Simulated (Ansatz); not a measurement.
# BI3 (boron triiodide) at RPA@PBE0/def2-SVP (core potential)

Aim: the vertical ionisation energy of BI3 (boron triiodide) at RPA@PBE0/def2-SVP (core potential), from 2 runs. 

Program for the calculation: Ansatz 0.2.0.

35 further runs of the same task are left out: 1 that didn't finish, 34 set aside as unsound or not needed.

### Step 1. The molecule

The species is BI3 (4 atoms), meant as a singlet with charge 0. SMILES: `IB(I)I`. The shape is that of a PBE0-D4/def2-TZVP optimisation.

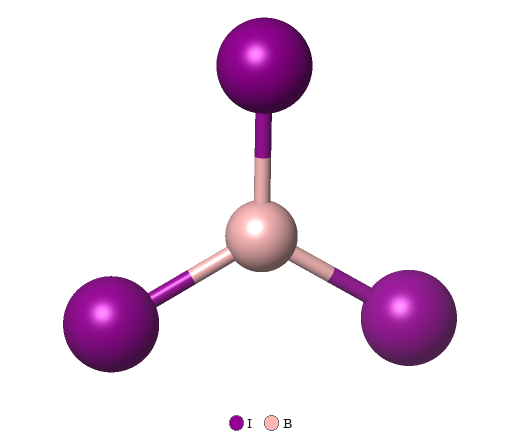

Viewed from a chosen angle; iodine purple, boron pink.

### Step 2. A single-point energy at RPA@PBE0/def2-SVP (core potential)

The input, input.yaml:

```yaml
crystal:
  periodic: [false, false, false]
  atoms:
    - {symbol: I, position_ang: [-1.308500, -0.295200, 1.615600]}
    - {symbol: B, position_ang: [0.013900, -0.015100, -0.005100]}
    - {symbol: I, position_ang: [1.876800, -1.006300, -0.030300]}
    - {symbol: I, position_ang: [-0.526500, 1.256300, -1.600500]}
basis:
  gaussian: {orbitals: def2-SVP}
magnetization: {spin_polarized: false, initial_magnetization: 0}
hamiltonian: {xc: {name: PBE0}}
correlation: {method: rpa, frozen_orbitals: {B: 1, I: 4}}
accuracy: high
```

Started as:

```bash
$ ansatz run input.yaml --threads 1 --pin off --max-ram 3480MiB --events-out events.jsonl --progress --plain --runs-dir runs
```

The program printed:

```text
Warning: RAYON_NUM_THREADS=1 ignored (pool sized by the plan → 1); use --threads N
Functional definition: PBE0
  name "PBE0"
  parameter a = 0.25
  parameter kappa = 0.804
  parameter beta = 0.06672455060314922
  exchange = (1 - a)*pbe_x(kappa = kappa, mu = beta*pi^2/3) + a*exact_x
  correlation = pbe_c(beta = beta)
2268 factors; integrals over basis functions are off by at most 2.8e-9 eV
mean field evaluation 1: about -24980.2254 eV, gradient 5.9e0 eV
mean field evaluation 2: about -24980.2998 eV, gradient 5.8e0 eV
mean field evaluation 4: about -24980.4135 eV, gradient 2.1e0 eV
mean field evaluation 8: about -24980.4253 eV, gradient 6.0e-3 eV
mean field evaluation 16: about -24980.4253 eV, gradient 6.1e-7 eV
mean field -24980.42530704 eV, -918.0136976933 hartree, gradient 5.5e-8 eV, S^2 0.000000; 0 other end points of the search recorded, 0 dependent functions left out
13 core orbitals not correlated: weight in the atoms' cores, before any rotation towards them, 1.000 or more for the frozen orbitals, at most 0.000 for the correlated occupied ones
reference -24889.41758760 eV, -914.6692256910 hartree; 27, 27 occupied and 52, 52 virtual orbitals, 2268 factors
Total energy: -24906.06395626 eV, -915.2809684561 hartree
```

It took 23 s on 1 thread of Intel Xeon Platinum 8488C (Sapphire Rapids), shared host; peak memory 0.53 GiB.

### Step 3. The doublet cation

The input, input.yaml:

```yaml
crystal:
  periodic: [false, false, false]
  atoms:
    - {symbol: I, position_ang: [-1.308500, -0.295200, 1.615600]}
    - {symbol: B, position_ang: [0.013900, -0.015100, -0.005100]}
    - {symbol: I, position_ang: [1.876800, -1.006300, -0.030300]}
    - {symbol: I, position_ang: [-0.526500, 1.256300, -1.600500]}
basis:
  gaussian:
    orbitals: def2-SVP
total_charge: 1
magnetization:
  spin_polarized: true
  initial_magnetization: 1
hamiltonian:
  xc: {name: PBE0}
correlation:
  method: rpa
  frozen_orbitals: {B: 1, I: 4}
accuracy: high
```

Started as:

```bash
$ ansatz run input.yaml --threads 1 --pin off --max-ram 3480MiB --events-out events.jsonl --progress --plain --runs-dir runs
```

The program printed (excerpt; [...] marks lines left out):

```text
Warning: RAYON_NUM_THREADS=1 ignored (pool sized by the plan → 1); use --threads N
[... 2 set-up lines as earlier in the session ...]
[...]
2267 factors; integrals over basis functions are off by at most 2.8e-9 eV
[...]
mean field -24971.25768496 eV, -917.6767937960 hartree, gradient 3.0e-8 eV, S^2 0.753246; 6 other end points of the search recorded, 0 dependent functions left out
13 core orbitals not correlated: weight in the atoms' cores, before any rotation towards them, 1.000 or more for the frozen orbitals, at most 0.000 for the correlated occupied ones
reference -24879.97443879 eV, -914.3221963730 hartree; 27, 26 occupied and 52, 53 virtual orbitals, 2267 factors
Total energy: -24897.10446207 eV, -914.9517131174 hartree
```

Wall time 50 s (1 thread of Intel Xeon Platinum 8488C (Sapphire Rapids), shared host); peak memory 0.68 GiB.

### Step 4. Summary of results

Level: RPA@PBE0/def2-SVP (core potential), 13 core orbitals frozen.

| quantity | value |
| --- | --- |
| singlet BI3: total energy | -915.28097 Eh |
| singlet BI3: RPA correlation energy (valence) | -611.7 mEh |
| doublet cation: total energy | -914.95171 Eh |
| doublet cation: RPA correlation energy (valence) | -629.5 mEh |
| doublet cation: ⟨S²⟩ of the reference determinant | 0.753 |
| vertical ionisation energy (to the doublet cation) | 8.959 eV |

In words: Removing an electron at fixed nuclei costs 8.96 eV (207 kcal/mol).
